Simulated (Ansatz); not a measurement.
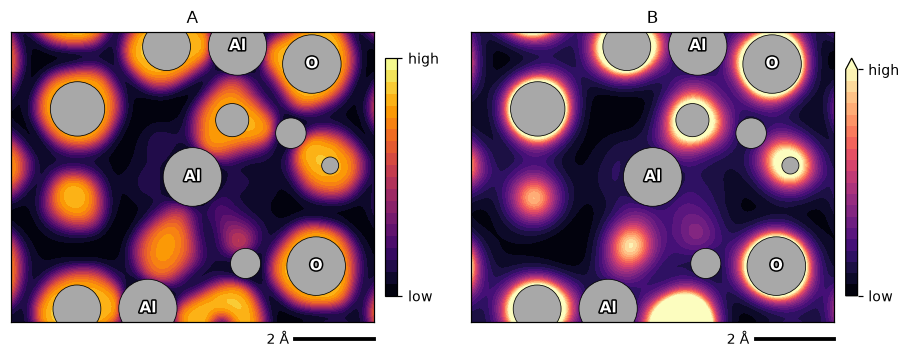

Al₇GaO₁₂: 2 fields on the (111) plane of the conventional cell, with unlabelled colour scales. Grey discs cover the atomic cores.

Space group P1; a generated structure, not necessarily the stable one.

Theory: DFT PBEsol, scalar-relativistic, plane waves, PAW in Ansatz 0.2.0.

Q: Which field does each panel show? The fields are: electron localisation function and valence pseudo-density.

A: Panel A: electron localisation function. Panel B: valence pseudo-density. From the grid: Al–O (1.95 Å): the density is about 0.54 e/Å³ at the midpoint; the ELF peaks at about 0.85 in the valence shell of O, 0.7 Å from its nucleus, and is about 0.75 at the midpoint.
